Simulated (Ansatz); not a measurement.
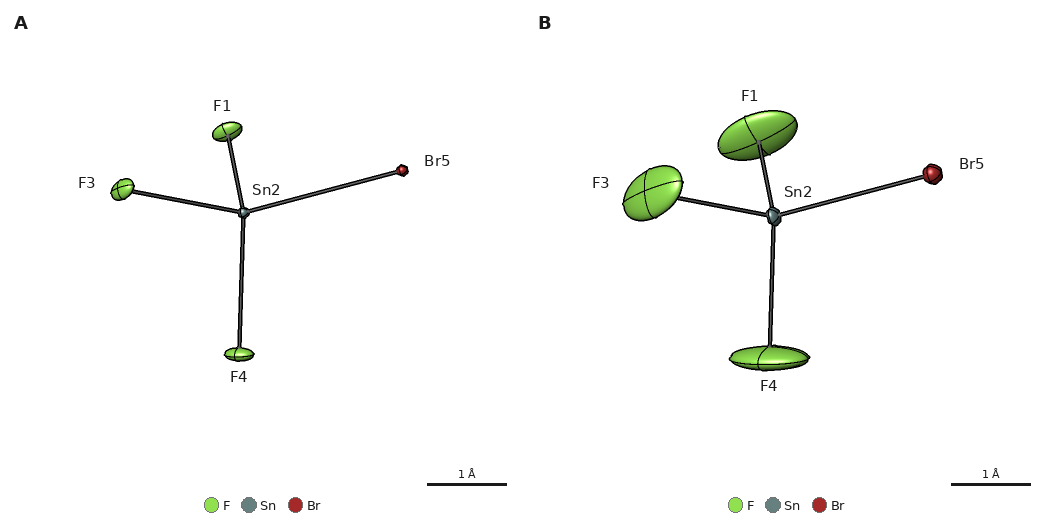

Displacement ellipsoids at the 50 % level, scaled by 1.5, from the internal vibrations of the free molecule (harmonic, no overall translation or rotation; no half-axis is drawn under 0.075 Å). Vibrations computed with RKS PBE0-D4/def2-TZVP, core potentials on Sn (Ansatz 0.2.0). One panel is for 100 K, the other for 900 K.

**Which panel is for 900 K?**

B.

**How much does the mean-square displacement of F3 grow, and why?**

U_eq goes from 0.0041 to 0.0268 Å², a factor of 6.5. Modes below kT (626 cm⁻¹ at 900 K) grow about in proportion to T, and the lowest lies at 108 cm⁻¹; the mean-square amplitude of a mode is its zero-point value times coth(ħω/2kT), which comes close to 1 only above about 3kT.
